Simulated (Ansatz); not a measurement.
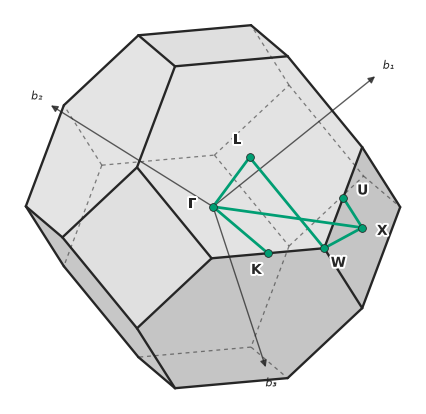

For CdH2, the input geometry of an electronic-structure calculation (not necessarily at equilibrium); the starting structure was generated, so it need not be a known form of this composition: the first Brillouin zone and its special points. All values are computed from the atomic coordinates in the standard setting (tolerance 0.002 Å).

Space group Fm-3m (No. 225); a = 5.106 Å, b = 5.106 Å, c = 5.106 Å, α = 90.00°, β = 90.00°, γ = 90.00°.

Labels and path follow the convention of Hinuma et al. (2017), as computed by seekpath; the arrows show the directions of the reciprocal primitive vectors b₁, b₂, b₃, in which coordinates are given; lengths include the factor 2π.

Q: List the special points with their coordinates and distances from Γ.

A:
```csv
point,k₁,k₂,k₃,length of k (1/Å)
Γ,0,0,0,0.000
X,1/2,0,1/2,1.231
L,1/2,1/2,1/2,1.066
W,1/2,1/4,3/4,1.376
K,3/8,3/8,3/4,1.305
U,5/8,1/4,5/8,1.305
```

Q: What is the zone's volume?

A: (2π)³ over the primitive cell's volume of 33.27 Å³: 7.46 Å⁻³.
